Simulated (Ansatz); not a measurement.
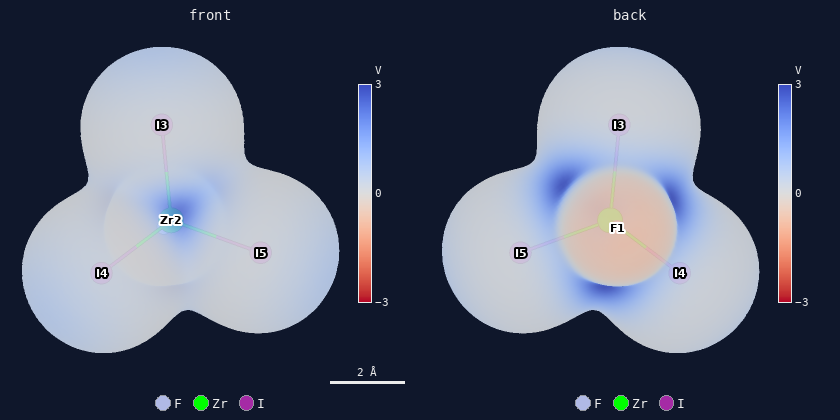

Figure. FI3Zr (SMILES [F][Zr]([I])([I])[I]). The molecular electrostatic potential painted on the density surface at 0.002 e/bohr³, seen from the front and from behind; red is negative and blue positive.

Geometry: PBE0-D4/def2-TZVP; core potentials replace the inner electrons of Zr and I.

Method: Ansatz 0.2.0, RKS PBE0-D4/def2-TZVPP.

| atom | x (Å) | y (Å) | z (Å) |
| --- | --- | --- | --- |
| F | -0.6047 | -0.0385 | 1.9259 |
| Zr | -0.0376 | -0.0166 | 0.1415 |
| I | 2.1275 | -1.5833 | -0.1195 |
| I | -2.0132 | -0.9361 | -1.4275 |
| I | 0.5780 | 2.5007 | -0.5617 |

### Where is the surface potential most negative and most positive?

The most negative region (about −0.7 V) lies over F1, the most positive (about +2.7 V) over Zr2. I3 shows a σ-hole: about +0.6 V at the tip opposite its bond, against about +0.1 V on its flanks. I4 shows a σ-hole: about +0.6 V at the tip opposite its bond, against about +0.1 V on its flanks. I5 shows a σ-hole: about +0.6 V at the tip opposite its bond, against about +0.1 V on its flanks.
